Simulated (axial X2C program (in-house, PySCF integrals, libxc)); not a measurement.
# A two-component session on TeN: EOM-IP-CCSD levels

Aim: EOM-IP-CCSD levels of TeN, with spin–orbit coupling in the Hamiltonian from the start.

The runs use an in-house X2C program for linear molecules on PySCF integrals; two-component X2C with atomic mean-field terms, Te dyall-acv3z, N dyall-av3z.

All values are calculated.

### Step 1. Set-up

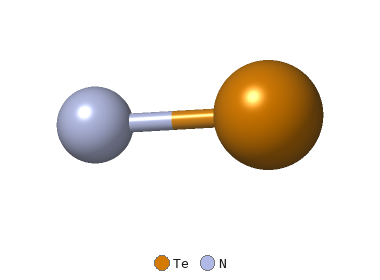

The two atoms at 1.880 Å (tellurium orange, nitrogen light blue).

Contents of task.json:

```json
{
 "zs": [
  52,
  7
 ],
 "q": 0,
 "bas": [
  "dyall-acv3z",
  "dyall-av3z"
 ],
 "r0": 1.88,
 "eom": "ip",
 "rq": -1,
 "thr": -1.0,
 "nmax": 95,
 "grid": [
  1,
  0.96,
  1.045,
  0.92,
  1.09,
  1.15
 ]
}
```

Keys: zs atomic numbers; q charge; bas basis sets; r0 starting distance in Å; eom kind of EOM run; thr threshold in hartree for freezing inner shells (an s shell follows its p shell); nmax most natural virtual spinors; grid distances as factors.

Launch:

```
> python soeom.py task.json out
```

Nuclei are Gaussian, cores are contracted, and the Gaunt term is on.

### Step 2. EOM-IP-CCSD at 1.949 Å

Reference: the closed shell TeN⁻; 12 electrons correlated, 94 virtual spinors; roots sought by Ω: 1/2: 4, 3/2: 3, 5/2: 1.

Output:

```text
two-component X2C + atomic mean field  HF
basis functions 197  fitting functions 989  grid points 5075
iter        total energy     max residual
   1      -6842.477711807     2.32e-01
   2      -6842.505792264     1.01e-02
   3      -6842.509373785     1.54e-02
   4      -6842.511093690     5.14e-03
   5      -6842.512375013     4.71e-03
   6      -6842.513232628     2.66e-03
   7      -6842.513727810     8.47e-04
   8      -6842.513781256     3.02e-04
   9      -6842.513785642     6.84e-05
  10      -6842.513785879     3.44e-05
  11      -6842.513785955     1.75e-05
  12      -6842.513785967     7.74e-06
  13      -6842.513785969     2.88e-06
  14      -6842.513785970     6.53e-07
converged
one-electron -9597.39359450  Coulomb 2841.50603068  exact exchange -181.40948566  xc functional 0.00000000  nuclear repulsion 98.83042831  atomic mean-field constant -4.04716480
correlated 12  virtual 278  natural virtual 94  E(MP2) -0.332882082  MP2 remainder -0.016024243
iter   CCSD correlation   residual
   1     -0.322314468   2.15e-01
   2     -0.337572835   1.22e-01
   3     -0.346969046   6.80e-02
   4     -0.349167378   3.51e-02
   5     -0.350394996   1.98e-02
   6     -0.350594971   9.09e-03
   7     -0.350646300   5.49e-03
   8     -0.350702162   3.02e-03
   9     -0.350635174   1.51e-03
  10     -0.350664907   7.80e-04
  11     -0.350645133   4.10e-04
  12     -0.350654955   2.11e-04
  13     -0.350653304   9.51e-05
  14     -0.350652289   4.68e-05
  15     -0.350651597   2.11e-05
  16     -0.350651086   1.24e-05
  17     -0.350650727   8.11e-06
  18     -0.350650699   4.77e-06
  19     -0.350650572   2.48e-06
  20     -0.350650602   1.34e-06
  21     -0.350650571   7.82e-07
  22     -0.350650567   4.18e-07
(T) -0.023923771  T1 0.0735  D1 0.1644  max T2 0.107
EOM-IP-CCSD roots
2*Omega      energy/Eh   energy/eV  one-particle weight
    1       0.05970063      1.6245      0.887
    1       0.15472987      4.2104      0.797
    1       0.17484445      4.7578      0.862
    1       0.23328718      6.3481      0.001
    3       0.13306214      3.6208      0.906
    3       0.19371220      5.2712      0.008
    3       0.26406787      7.1857      0.000
    5       0.22185759      6.0371      0.000
```

T1 in the output is the amplitude norm over the root of the electron number; divide by √2 for the Lee–Taylor value.

```
  Ω  vertical IE (eV)  above lowest (cm⁻¹)                         spinor  weight
1/2             1.625                    0  41% N pπ, 40% Te pπ, 9% Te dπ    0.89
3/2             3.621                16100            68% Te pπ, 26% N pπ    0.91
1/2             4.210                20860   44% Te pπ, 39% N pπ, 8% N pσ    0.80
1/2             4.758                25270  53% N pσ, 23% Te pσ, 7% Te pπ    0.86
```

Run time: 9.4 s. Hardware: 1 thread of Arm Neoverse V1, shared host; peak memory 0.78 GiB.

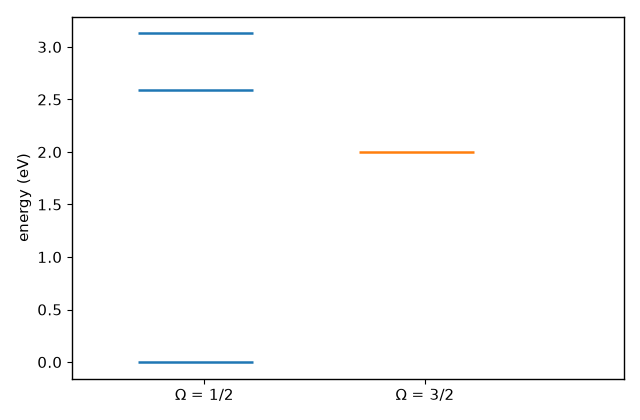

The roots by Ω, from the lowest.

### Step 3. EOM-IP-CCSD at 1.871 Å

```
  Ω  vertical IE (eV)  above lowest (cm⁻¹)                          spinor  weight
1/2             1.415                    0  40% N pπ, 38% Te pπ, 11% Te dπ    0.90
3/2             3.829                19460             63% Te pπ, 30% N pπ    0.90
1/2             4.342                23600   34% Te pπ, 33% N pπ, 18% N pσ    0.83
1/2             4.732                26760  44% N pσ, 18% Te pσ, 15% Te pπ    0.85
```

Wall time 9.5 s (1 thread of Arm Neoverse V1, shared host); peak memory 0.81 GiB.

### Step 4. EOM-IP-CCSD at 2.037 Å

```
  Ω  vertical IE (eV)  above lowest (cm⁻¹)                         spinor  weight
1/2             1.860                    0  43% Te pπ, 40% N pπ, 8% Te dπ    0.87
3/2             3.410                12500            73% Te pπ, 21% N pπ    0.91
1/2             4.078                17890            47% Te pπ, 42% N pπ    0.76
1/2             4.805                23750            57% N pσ, 25% Te pσ    0.86
```

Wall time 9.8 s (1 thread of Arm Neoverse V1, shared host); peak memory 0.81 GiB.

### Step 5. EOM-IP-CCSD at 1.793 Å

```
  Ω  vertical IE (eV)  above lowest (cm⁻¹)                          spinor  weight
1/2             1.210                    0  38% N pπ, 37% Te pπ, 14% Te dπ    0.91
3/2             4.058                22970             59% Te pπ, 34% N pπ    0.87
1/2             4.423                25910   40% N pσ, 16% N pπ, 15% Te pσ    0.86
1/2             4.794                28900   34% Te pπ, 27% N pπ, 21% N pσ    0.83
```

It took 8.9 s on 1 thread of Arm Neoverse V1, shared host; peak memory 0.81 GiB.

### Step 6. EOM-IP-CCSD at 2.124 Å

```
  Ω  vertical IE (eV)  above lowest (cm⁻¹)                         spinor  weight
1/2             2.090                    0  48% Te pπ, 38% N pπ, 6% Te dπ    0.85
3/2             3.224                 9150            78% Te pπ, 17% N pπ    0.92
1/2             3.987                15300            47% Te pπ, 45% N pπ    0.72
1/2             4.842                22200            59% N pσ, 26% Te pσ    0.86
```

It took 9.4 s on 1 thread of Arm Neoverse V1, shared host; peak memory 0.82 GiB.

### Step 7. EOM-IP-CCSD at 2.241 Å

```
  Ω  vertical IE (eV)  above lowest (cm⁻¹)               spinor  weight
1/2             2.370                    0  57% Te pπ, 31% N pπ    0.85
3/2             3.019                 5230  83% Te pπ, 13% N pπ    0.92
1/2             3.940                12660  51% N pπ, 42% Te pπ    0.65
1/2             4.852                20020  62% N pσ, 27% Te pσ    0.85
```

Wall time 10 s (1 thread of Arm Neoverse V1, shared host); peak memory 0.82 GiB.

### Step 8. Curves of the states

Energies in eV from the lowest point of the lowest state; states are followed by energy order within each Ω.

```
R (Å)  (1)Ω=1/2  (1)Ω=3/2  (2)Ω=1/2  (3)Ω=1/2
1.793    0.0445    2.8926    3.2573    3.6281
1.871    0.0000    2.4133    2.9266    3.3173
1.949    0.1499    2.1462    2.7358    3.2831
2.037    0.4696    2.0199    2.6880    3.4145
2.124    0.8846    2.0193    2.7818    3.6369
2.241    1.4994    2.1478    3.0694    3.9814
```

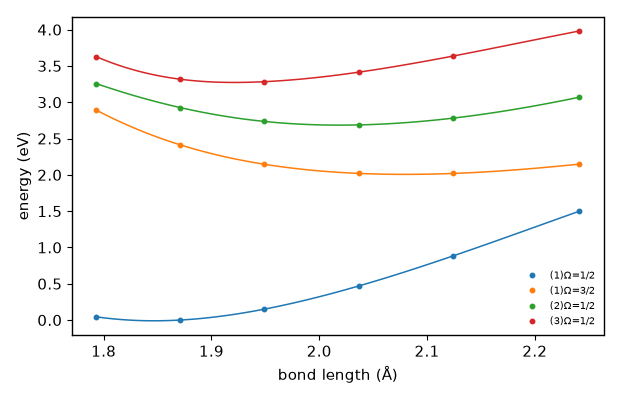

The states along the bond.

Constants where the minimum is well bracketed (masses 129.906 and 14.003 u):

```
   state  Te (cm⁻¹)  Re (Å)  ωe (cm⁻¹)
(1)Ω=1/2          0   1.846        876
```

### Step 9. Summary of results

```
                     quantity                             value
       lowest root at 1.949 Å                 Ω = 1/2, 1.625 eV
next root led by one particle  Ω = 3/2, about 16100 cm⁻¹ higher
          T1 of the reference                             0.052
      lowest state, Re and ωe                 1.846 Å, 876 cm⁻¹
```

In words: Removing an electron from the reference determinant of TeN⁻ costs 1.62 eV and empties a spinor of 41% N pπ, 40% Te pπ, 9% Te dπ. The closed-shell reference lies 0.76 eV above the lowest determinant found, so these energies count from an excited configuration. Errors of 0.1 to 0.3 eV are usual at this size, and roots led by higher excitations are left out, so the list is incomplete, and low states of that kind can be missing. T1 or the largest double amplitude of the reference is raised, which lowers the reliability. The bond is 0.095 Å shorter than in the closed-shell reference at CCSD (1.941 Å).
